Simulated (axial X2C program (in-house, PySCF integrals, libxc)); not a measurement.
# ClAl⁺: from the state search to constants

What are the state, bond length, wavenumber and bond energy of ClAl⁺, and what does spin–orbit coupling change?

Computed with an in-house X2C program for linear molecules on PySCF integrals. Level: all-electron X2C, Cl dyall-av3z, Al dyall-v3z.

All values are calculated.

## (1) Input

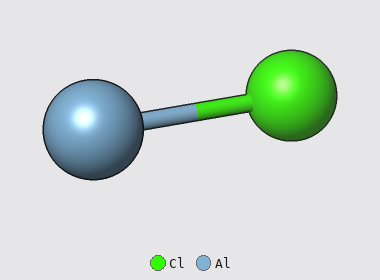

The two atoms at 2.250 Å (chlorine green, aluminium light blue).

task.json reads:

```json
{"zs": [17, 13], "q": 1, "bas": ["dyall-av3z", "dyall-v3z"], "levels": ["PBE0", "HF", "B97-3"], "cc": true, "r0": 2.25, "thr": -2.0, "nmax": 90, "npts": 10, "nst": 2, "ntry": 6}
```

Keys: zs atomic numbers; q charge; bas basis sets; levels methods (HF also brings MP2); cc coupled cluster on or off; r0 starting distance in Å; thr threshold in hartree for freezing inner shells (an s shell follows its p shell); nmax most natural virtual spinors; npts points asked for on the curve; nst determinants followed; ntry starts of the search.

Launch:

```console
$ python so2c.py task.json out
```

Spin-free means the one-electron spin-free X2C Hamiltonian; two-component (2c) means X2C with spin–orbit coupling and atomic mean-field two-electron Coulomb and Gaunt terms. Basis: Cl dyall-av3z contracted to [9s8p3d2f], Al dyall-v3z contracted to [8s8p2d1f]; Gaussian nuclei, density fitting. Masses: Cl 34.969 u, Al 26.982 u.

Notation: σ, π±, δ± give the projection m of an orbital's angular momentum (0, ±1, ±2), α and β its spin, Λ and M_S the sums; ω is the projection of a spinor's total angular momentum and Ω the sum. Logs are in hartree.

Further steps of the session: PBE0, spin-free; HF, spin-free; B97-3, spin-free; Correlated methods, spin-free; PBE0, 2c; HF, 2c; B97-3, 2c; Correlated methods, 2c.

Q: Predict the outcome of this session. Wanted: for each run, Hamiltonian; Re; ωe; De; μ.

As calculated:

Lowest determinant that the search found at its distance, spin-free: M_S = 1/2, Λ = 0 (beyond closed shells: σα).

Lowest determinant that the search found at its distance, 2c: Ω = 1/2 (excess of +ω over −ω: ω = 1/2).

```csv
Hamiltonian,level,Re (Å),ωe (cm⁻¹),De (eV),μ (D)
spin-free,PBE0,2.032,594,2.05,5.60
spin-free,HF,2.019,629,1.35,6.06
spin-free,MP2,2.030,618,2.09,n/a
spin-free,CCSD,2.034,602,1.66,n/a
spin-free,CCSD(T),2.039,596,1.78,n/a
spin-free,B97-3,2.042,583,1.91,5.56
2c,PBE0,2.032,594,2.05,5.59
2c,HF,2.020,629,1.28,6.06
2c,MP2,2.031,618,2.06,n/a
2c,CCSD,2.034,602,1.62,n/a
2c,CCSD(T),2.039,596,1.75,n/a
2c,B97-3,2.042,583,1.88,5.56
```

Dipoles are positive if Al is the positive end and refer to the centre of mass.

In words: At CCSD(T), going from spin-free to two-component changes Re by 0 mÅ, ωe by 0.0 %, which is small (part of it comes from the scalar share of the two-electron terms). De moves by -0.04 eV; both De rest on single-determinant atoms, which can miss part of an open shell's spin–orbit lowering.

De refers to Cl + Al+, each in the lowest determinant found, which need not be this curve's own limit. Each curve is one determinant whose occupation by symmetry is held fixed; it was picked as the lowest of a PBE0 search that is not exhaustive. De is counted from the lowest determinant-based energies of the atoms at the same level, without counterpoise correction. Density functionals use the spin component along the axis (collinear). CCSD and (T) use frozen natural virtuals with an MP2 correction for the truncation.
